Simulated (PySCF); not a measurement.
BHLiO (charge −1)

```tsv
atom	x (Å)	y (Å)	z (Å)
B	-0.9336	2.1869	-0.5906
Li	0.7678	0.3499	1.1365
O	-0.2350	1.4321	0.1101
H	1.7275	-0.6710	2.1071
```

Geometry: PBE0-D4/def2-SVPD.

All numbers below come from Gaussian-basis quantum chemistry of an isolated molecule with PySCF, energy and nuclear gradient, functional PBE0 in PySCF 2.14.0.

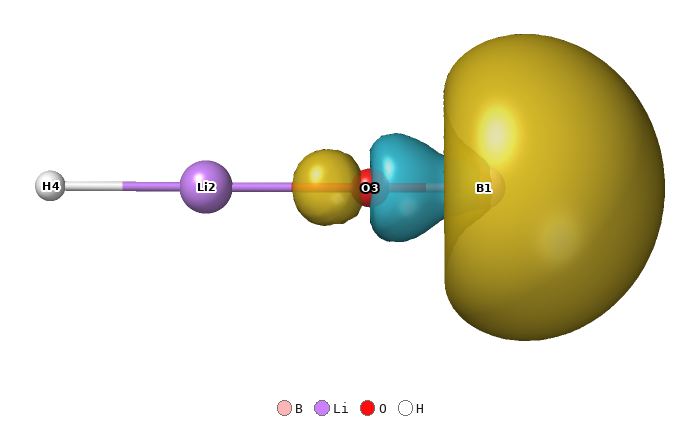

Figure 1. The HOMO−1 at ±0.1 Å⁻³ᐟ² (yellow and cyan are the two phases), seen from one side.

What is the character of this orbital?

Its weight (Hirshfeld) is mainly on B1 (about 90 %) and O3 (about 10 %); it is of σ type. Its energy is −1.75 eV.

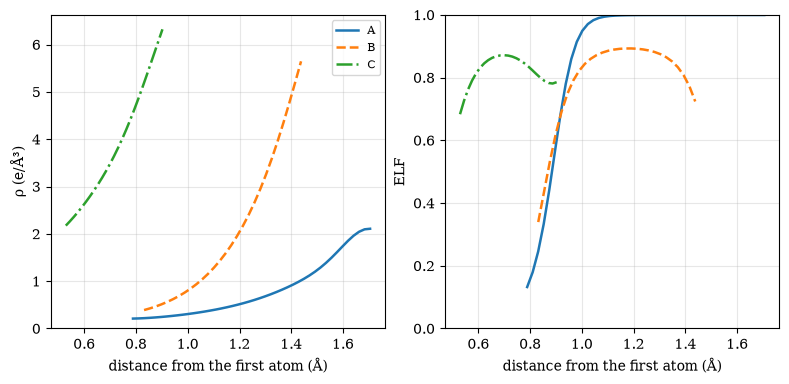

Figure 2. Electron density and ELF along straight lines between neighbouring atoms. The curves leave out the atomic cores.

Which curve belongs to which contact (B–O, Li–H and Li–O)? The first atom named is at distance zero.

Curve A: Li–H (1.70 Å): ρ at the midpoint is about 0.22 e/Å³; the ELF climbs to about 1 towards the hydrogen. Curve B: Li–O (1.80 Å): ρ is about 0.51 e/Å³ halfway; the ELF peaks at about 0.90 in the valence shell of O, 0.6 Å from its nucleus, and falls to about 0.10 next to Li; a largely ionic contact. Curve C: B–O (1.24 Å): ρ is about 2.8 e/Å³ halfway; the ELF peaks at about 0.85 between the atoms (a polar covalent bond).

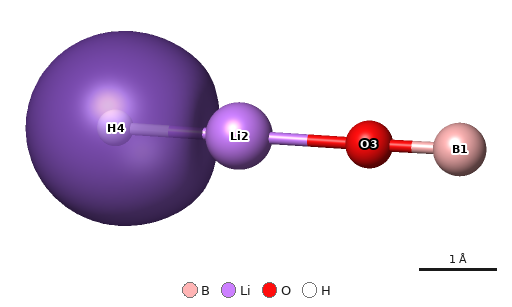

Figure 3. The HOMO at ±0.15 Å⁻³ᐟ² (orange and purple are the two phases), seen from one side.

What is the character of this orbital?

Its weight (Hirshfeld) is mainly on H4 (about 70 %) and Li2 (about 25 %); it is of σ type. Its energy is −1.49 eV.
